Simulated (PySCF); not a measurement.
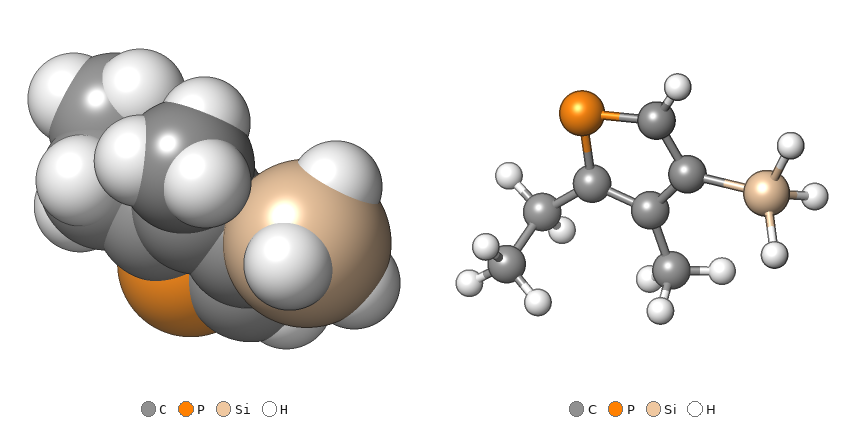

Both panels show the same species.

State: charge −1, singlet.

Give the formula.

Answer. C7H12PSi(-), 21 atoms: 7 carbon, 12 hydrogen, 1 phosphorus and 1 silicon.

Describe its rings.

Answer. Independent rings (smallest set): 1 of 5 members, 1 of them aromatic.

Give a SMILES string for it.

Answer. CCc1[p-]cc([SiH3])c1C

More results for the same structure follow; atom numbers are the same in all pictures, views and colours differ. Computed geometry: PBE0-D3(BJ)/def2-SVP optimisation. No frequency run is at hand to confirm it as a minimum.

Geometry

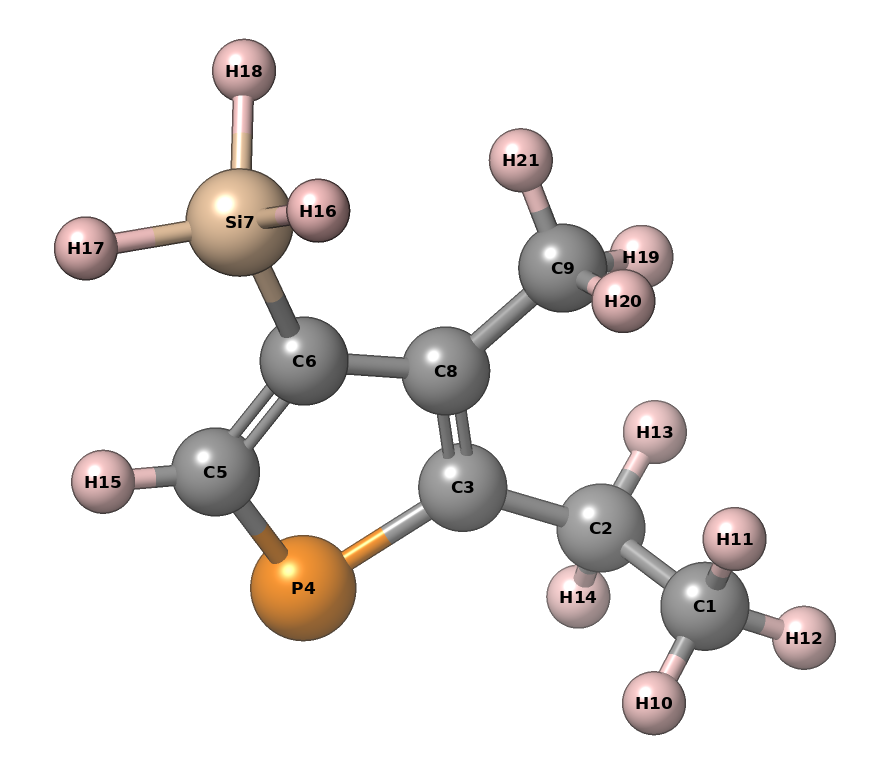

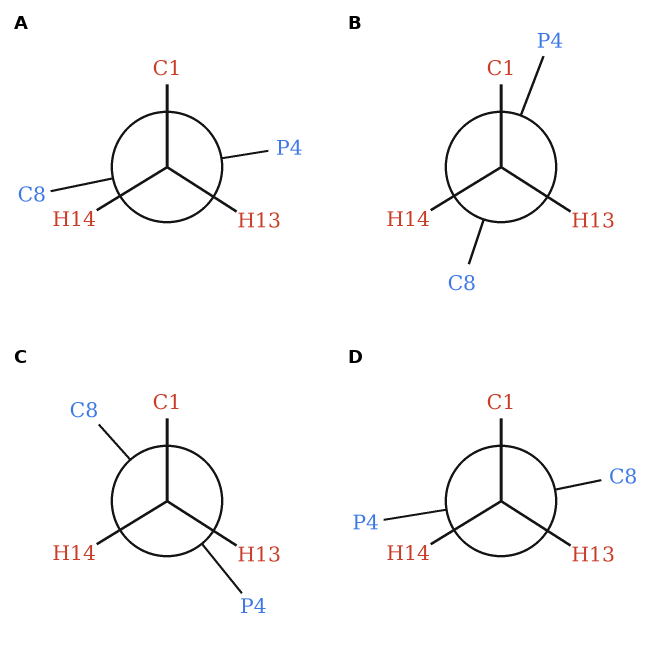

Depth is shown by fading: the farther an atom, the more it takes the colour of the background. Bonds that would overlap in a projection are set slightly apart. No frequency run is at hand to confirm it as a minimum.

Which Newman projection shows the view along C2–C3, with C2 in front?

Answer. D. The torsion angle C1–C2–C3–P4 is −99°, about perpendicular.

Electronic properties

No frequency run is at hand to confirm it as a minimum. Level of theory: B3LYP/def2-SVPD, gas phase (PySCF 2.14.0).

Give the HOMO energy (Kohn–Sham orbital) at this level.

Answer. −0.73 eV.

Estimate the mean static polarisability.

Answer. 159.2 bohr³.

Core levels

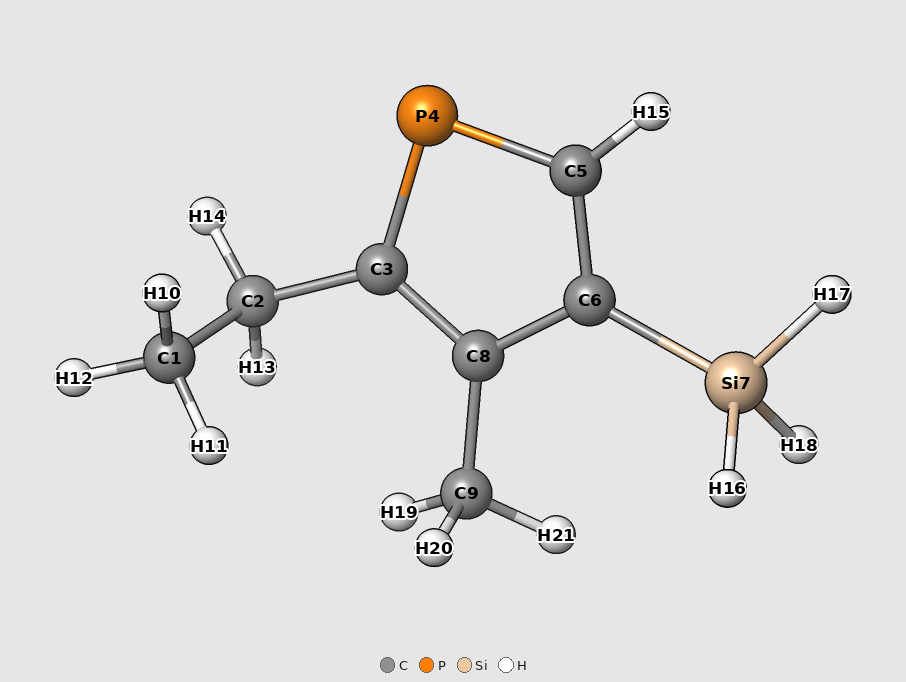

No frequency run is at hand to confirm it as a minimum. Level of theory: delta-SCF UKS SCAN, pcX-2 on the ionised atom, pcseg-1 elsewhere, spin-free X2C (PySCF 2.14.0).

Give the core-electron binding energies (to vacuum; p and d levels without spin–orbit splitting) of C1 1s, C2 1s, C3 1s, P4 1s, P4 2p, C5 1s, C6 1s, Si7 1s, Si7 2p, C8 1s, C9 1s.

```csv
atom,level,binding energy (eV)
C1,1s,286.8
C2,1s,286.5
C3,1s,284.4
P4,1s,2143.3
P4,2p,130.1
C5,1s,284.4
C6,1s,284.4
Si7,1s,1842.0
Si7,2p,102.4
C8,1s,284.8
C9,1s,286.6
```

NMR shielding

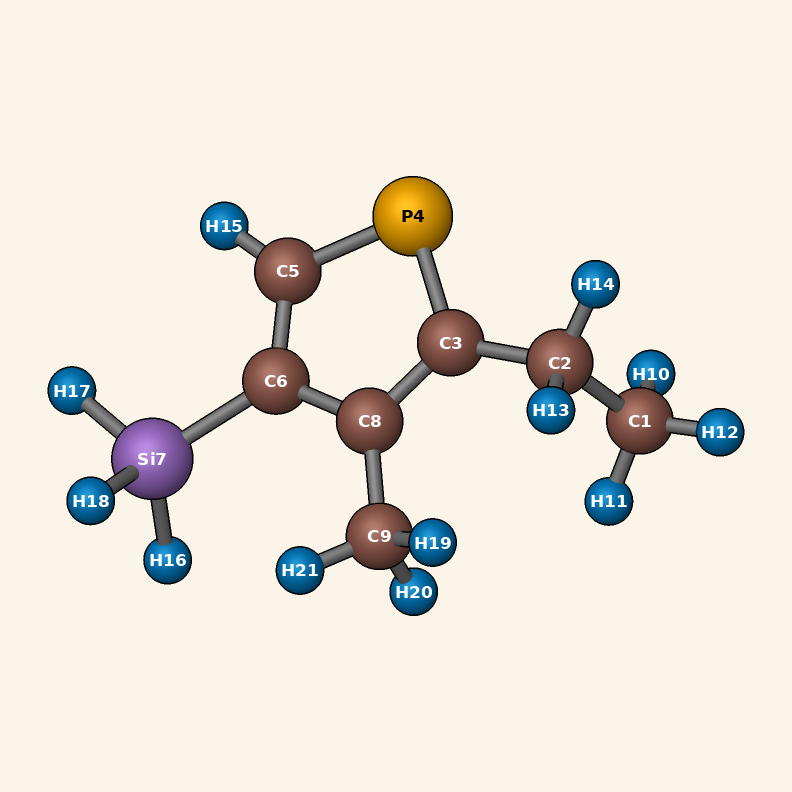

No frequency run is at hand to confirm it as a minimum. Level of theory: GIAO PBE0/pcSseg-1 NMR shielding, non-relativistic, IEF-PCM cyclohexane (PySCF 2.14.0). Principal shieldings σ11 ≤ σ22 ≤ σ33, span Ω = σ33 − σ11, skew κ = 3(σiso − σ22)/Ω.

Give the shielding tensors of the P atoms.

```
atom    σ11    σ22    σ33   σiso      Ω     κ
  P4  107.2  164.7  371.3  214.4  264.0  0.57
```

Shieldings and span in ppm.
